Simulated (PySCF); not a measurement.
The calculation's input:

```
{"job": {"kind": "nmr", "xc": "PBE0", "basis": "pcSseg-1"}, "charge": 0, "multiplicity": 1}
C      3.589284    -0.292462     0.518445
C      3.031734     0.833590    -0.328120
S      1.532335     1.587027     0.445530
Al     0.163560     0.063237    -0.326512
N     -1.595178    -0.044429     0.119883
C     -2.425645    -1.060858    -0.302696
C     -3.684466    -0.849838     0.171620
C     -3.648278     0.349257     0.922491
C     -2.368860     0.814678     0.873140
H      3.821406     0.061091     1.520113
H      4.496904    -0.686470     0.064261
H      2.856231    -1.099661     0.597726
H      2.764965     0.470031    -1.325792
H      3.745738     1.649421    -0.426113
H      0.693003    -0.953916    -1.342449
H     -2.032703    -1.855359    -0.913170
H     -4.543524    -1.472159     0.010077
H     -4.476527     0.801930     1.432513
H     -1.929782     1.694141     1.311919
```

Run with:

```sh
OMP_NUM_THREADS=1 python probes_run.py task.json out
```

Geometry: GFN2-xTB.

The calculation used PySCF, PBE0/pcSseg-1, SCF density, gas phase, non-relativistic.

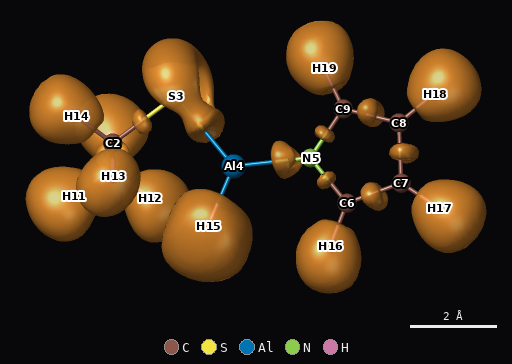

C6H10AlNS (SMILES CC[S][AlH][n]1cccc1). Isosurface of the electron localisation function at 0.85 (orange), seen at a tilt. Core shells and regions of very low density are left out.

> Describe the localisation domains.

At this value the surface marks out four regions between bonded C–C atoms (shared pairs), two regions between bonded C–N atoms (shared pairs), one region between bonded C–S atoms (shared pairs), ten regions around hydrogen nuclei, one lobe of the valence shell of N pointing towards Al and one region on S in which the atom's valence shell and bonds are merged. Profiles from the grid: C–C (1.36 Å): the ELF peaks at about 0.95 between the atoms; localised, covalent bonding. C–N (1.38 Å): the ELF peaks at about 0.90 between the atoms, as expected for localised, covalent bonding.
